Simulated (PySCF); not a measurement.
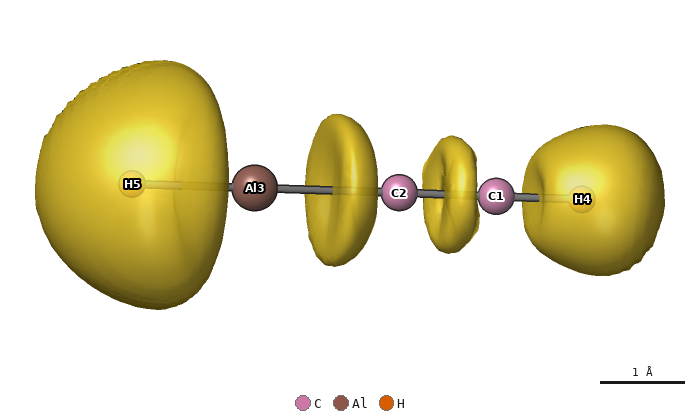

Figure 1: C$_{2}$H$_{2}$Al (charge +1). Isosurface of the electron localisation function at 0.85 (yellow), seen from one side. Only the valence region is drawn (cores and ρ < 0.01 e/Å³ removed).

Geometry: B3LYP-D3(BJ)/def2-SVP.

The calculation used Gaussian-basis quantum chemistry of an isolated molecule with PySCF, energy and nuclear gradient, functional PBE0 in PySCF 2.14.0.

```xyz
5

C    -2.0940   -1.7092    0.1511
C    -0.9404   -1.5602   -0.2304
Al    0.7784   -1.3448   -0.8058
H    -3.1134   -1.8399    0.4886
H     2.2365   -1.1621   -1.2933
```

Where are the electrons localised?

The ELF exceeds this value in one region between bonded Al–C atoms (shared pairs), one region between bonded C–C atoms (shared pairs) and two regions around hydrogen nuclei. Profiles from the grid: C–C (1.22 Å): the ELF peaks at about 0.85 between the atoms; a multiple bond. C–Al (1.83 Å): the ELF peaks at about 0.95 in the valence shell of C, 0.7 Å from its nucleus, and is about 0.75 at the midpoint.
